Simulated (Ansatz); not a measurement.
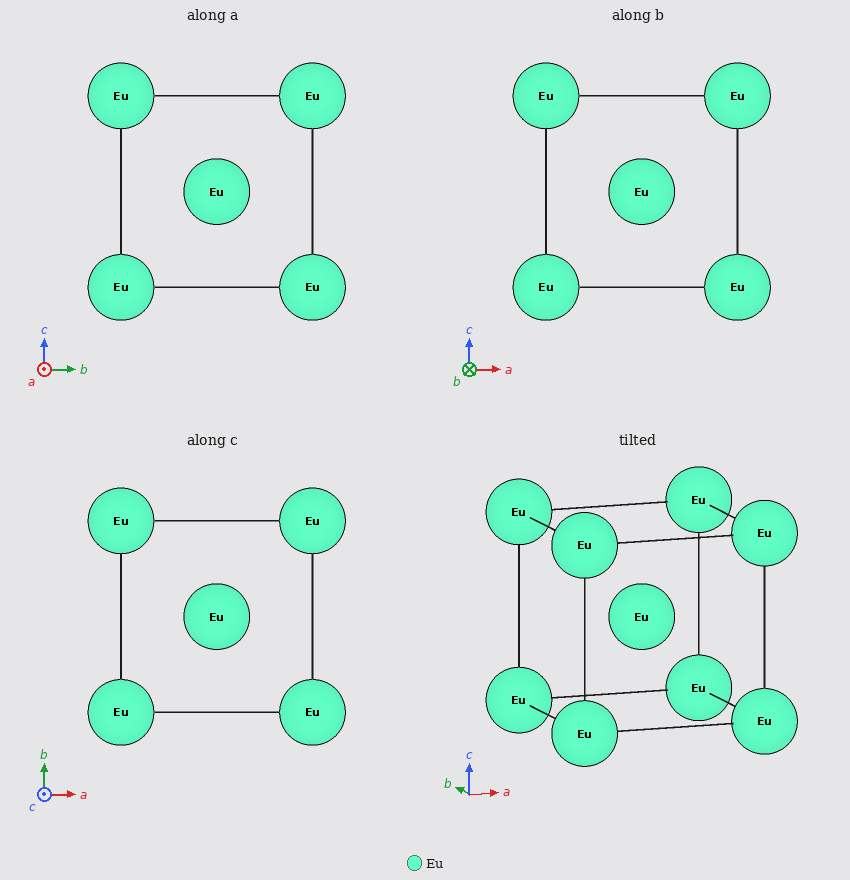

We look at a spheres-only model of the crystal along the a axis, along the b axis, along the c axis and slightly off an axis. The wireframe shows the conventional unit cell.

Lattice parameters: a = 4.6100 Å, b = 4.6100 Å, c = 4.6100 Å, α = 90.000°, β = 90.000°, γ = 90.000°.

### Express the structure as a CIF in P1 with every atom of the cell.

```cif
data_structure
_symmetry_space_group_name_H-M 'P 1'
_symmetry_Int_Tables_number 1
_cell_length_a 4.6100
_cell_length_b 4.6100
_cell_length_c 4.6100
_cell_angle_alpha 90.000
_cell_angle_beta 90.000
_cell_angle_gamma 90.000
_cell_volume 97.97
loop_
_atom_site_label
_atom_site_type_symbol
_atom_site_fract_x
_atom_site_fract_y
_atom_site_fract_z
_atom_site_occupancy
Eu1 Eu 0.0000 0.0000 0.0000 1
Eu2 Eu 0.5000 0.5000 0.5000 1
```

The structure comes from the standard structure of this element. Earlier steps of the study, as a rule a relaxation of our own, may have changed the cell and positions, so they can lie some per cent off the listed ones. A calculation with Ansatz used it as input.
